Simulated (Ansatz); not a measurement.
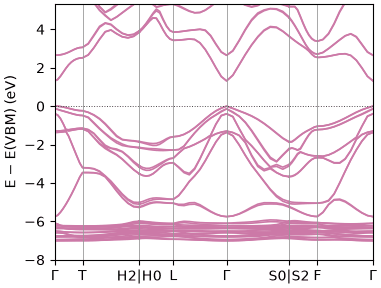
Figure. Band structure from plane-wave PAW PBEsol with spin–orbit coupling (Ansatz code)

Problem. Read off the gap and where the band edges lie.

Solution. About 1.3 eV (1.31 eV by a search for the band edges); maximum at Γ, minimum at Γ.

The material is Zn2SeS in space group R3m (No. 160; Zn on 3a, Zn on 3a, Se on 3a, S on 3a).

The workflow started from a Materials Project entry (that database holds measured and hypothetical structures alike); the Crystallography Open Database copy checked does not list it. Its standing as an ambient phase is unchecked. Symmetry was held in the PBEsol relaxation; of distortions, only those at the zone centre were tested.

Potentials: the later of the program's two PAW sets.
